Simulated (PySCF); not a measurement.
**Run report: C₄H₉NSi₂, excited-state calculation**

The run: excited-state calculation of C₄H₉NSi₂. Method and program: TDDFT PBE0/def2-SVPD, vertical, gas phase, core orbitals frozen in the response (PySCF 2.14.0).

The geometry comes from this level: GFN2-xTB.

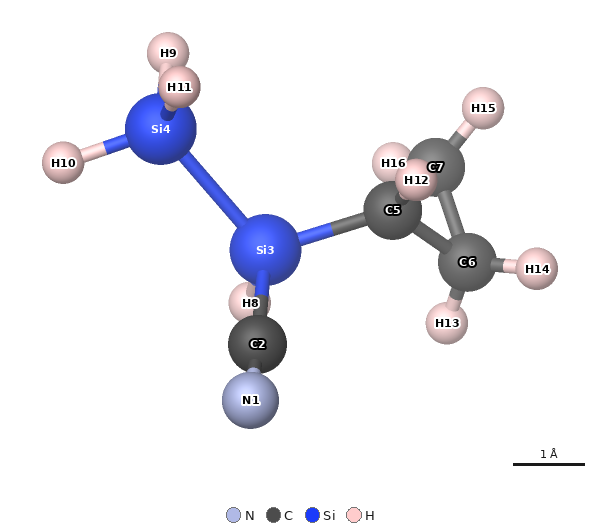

The structure (ball-and-stick view, seen at a tilt; atoms are numbered from 1 in the order of the input). Bond lengths as drawn: C–C 1.49 to 1.50 Å, C–H 1.08 to 1.09 Å, C–N 1.15 Å, C–Si 1.87 to 1.89 Å, H–Si 1.46 to 1.47 Å and Si–Si 2.32 Å.

Input
```
{"job": {"kind": "uv", "xc": "PBE0", "basis": "def2-SVPD", "nstates": 6, "ntriplets": 2}, "charge": 0, "multiplicity": 1}
N      1.226725     3.224297    -1.077635
C      0.914302     2.124648    -0.991463
Si     0.475134     0.310067    -0.842578
Si     2.400408    -0.961547    -0.627516
C     -0.640364     0.209342     0.677383
C     -2.115828     0.477044     0.575524
C     -1.630008    -0.917071     0.788208
H     -0.351807     0.078618    -2.041348
H      2.070895    -2.381931    -0.473835
H      3.257085    -0.830710    -1.806243
H      3.185569    -0.565863     0.543515
H     -0.182897     0.511493     1.613912
H     -2.526168     0.735013    -0.389271
H     -2.599704     0.984793     1.396553
H     -1.783212    -1.375073     1.754290
H     -1.707729    -1.614175    -0.033763
```

The first line tells a small driver script what to run in PySCF; the rest is the geometry in Å.

Run on 1 CPU thread, shared host.

Run as:
```bash
OMP_NUM_THREADS=1 python <driver script> task.json out
```

Log
```
coarse grid: 14240 points
cycle   1  E = -790.5619355636  dE =  5.992e-01  |g| = 4.241e-01  |ddm| = 5.378e+00
cycle   2  E = -790.4585070341  dE =  1.034e-01  |g| = 7.926e-01  |ddm| = 1.508e+00
cycle   3  E = -790.6074229181  dE = -1.489e-01  |g| = 1.535e-01  |ddm| = 9.462e-01
cycle   4  E = -790.6125492812  dE = -5.126e-03  |g| = 4.394e-02  |ddm| = 2.009e-01
cycle   5  E = -790.6129942698  dE = -4.450e-04  |g| = 9.365e-03  |ddm| = 7.093e-02
cycle   6  E = -790.6130177254  dE = -2.346e-05  |g| = 2.214e-03  |ddm| = 1.906e-02
cycle   7  E = -790.6130190248  dE = -1.299e-06  |g| = 5.981e-04  |ddm| = 5.412e-03
final grid: 128024 points
cycle   8  E = -790.7131785686  dE = -2.602e-05  |g| = 6.605e-03  |ddm| = 9.954e-02
cycle   9  E = -790.7131712653  dE =  7.303e-06  |g| = 8.557e-03  |ddm| = 2.045e-02
cycle  10  E = -790.7131898372  dE = -1.857e-05  |g| = 1.469e-03  |ddm| = 1.086e-02
cycle  11  E = -790.7131903091  dE = -4.719e-07  |g| = 3.388e-04  |ddm| = 1.594e-03
cycle  12  E = -790.7131903344  dE = -2.534e-08  |g| = 8.870e-05  |ddm| = 6.317e-04
cycle  13  E = -790.7131903365  dE = -2.022e-09  |g| = 2.450e-05  |ddm| = 1.691e-04
cycle  14  E = -790.7131903366  dE = -1.455e-10  |g| = 7.404e-06  |ddm| = 6.269e-05
```

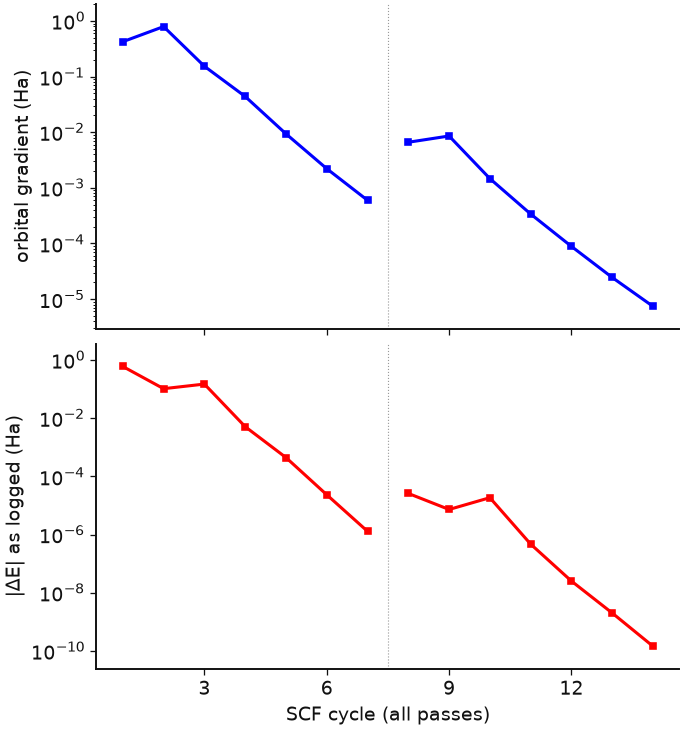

Convergence of the self-consistent field: orbital gradient and size of the energy change against the SCF cycle. The dotted line marks the change from a coarse to the final integration grid. The first 7 cycles use a coarse grid, the final grid takes over at cycle 8, and the field converges after 14 cycles in all.

```
converged SCF energy = -790.7131903366

Static polarisability (au): isotropic 104.298, principal 84.049 112.294 116.551

Singlet excitations
state   eV       nm        f      main configurations
  1   6.6189    187.3   0.04328   H->L 0.75
  2   6.7131    184.7   0.02075   H->L+1 0.77, H->L 0.10
  3   6.8978    179.7   0.01899   H-1->L 0.67
  4   7.1271    174.0   0.01833   H-1->L+1 0.22, H->L+2 0.19, H-1->L 0.16
  5   7.2244    171.6   0.02482   H-1->L+1 0.49, H->L+2 0.21, H-2->L 0.13
  6   7.2629    170.7   0.06301   H->L+2 0.36, H-2->L 0.33, H-3->L 0.10

Triplet excitations (Tamm-Dancoff, eV): 5.7148 6.0164
```

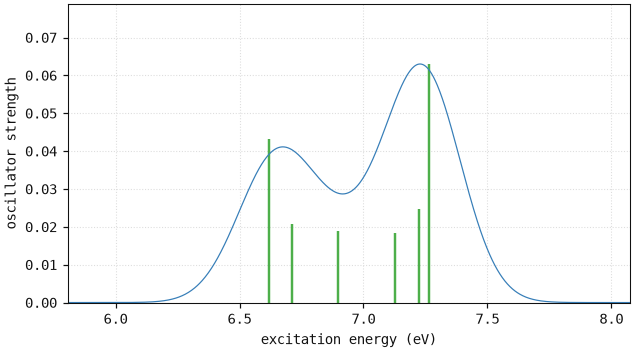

Computed excitations as sticks (degenerate states added up, dark ones marked on the axis), with a Gaussian envelope of 0.35 eV full width at half maximum, scaled to the tallest. Of the 6 states the lowest lies at 6.62 eV (f = 0.043); the strongest line is at 7.26 eV, or 171 nm (f = 0.063).

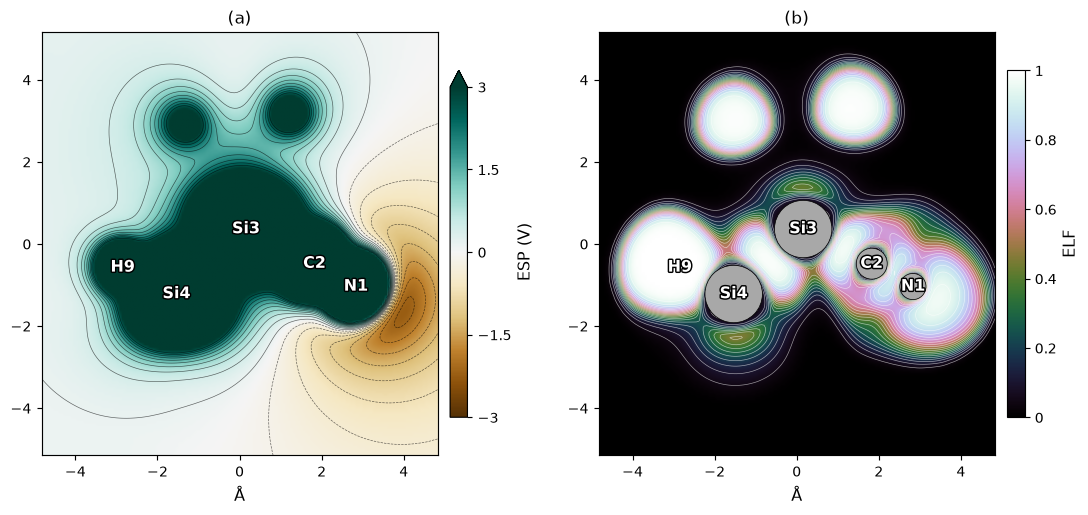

(a) molecular electrostatic potential; (b) ELF on the plane of atoms Si3, Si4 and H9. Grey discs, where drawn, cover atomic cores. The section cuts through N, C, Si and H sites. C–N (1.15 Å): the ELF peaks at about 0.90 between the atoms; a multiple bond by its length, whose ELF region spreads away from the axis. Si–H (1.47 Å): the ELF climbs to about 1 towards the hydrogen, as it does in any bond to H.

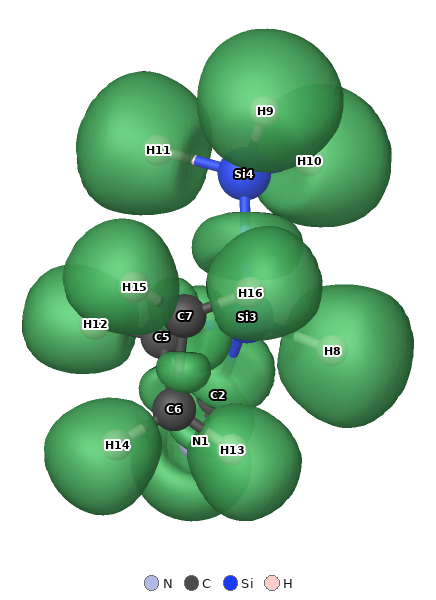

Isosurface of the electron localisation function at 0.8 (green), seen at an oblique angle. Core shells and regions of very low density are left out. Values along the shortest contacts: C–N (1.15 Å): the ELF peaks at about 0.90 between the atoms; a double or triple bond. C–C (1.49 Å): the ELF peaks at about 0.90 between the atoms (a covalent bond).

Results in brief

| quantity | value |
| --- | --- |
| outcome | converged |
| total energy | −790.713190 hartree |
| HOMO | −8.44 eV |
| LUMO | −0.70 eV |
| dipole moment | 4.28 D |
| mean polarisability | 104.30 a.u. |
| lowest singlet excitation | 6.62 eV |
| wall time | 44 s |
| peak memory | 0.9 GiB |
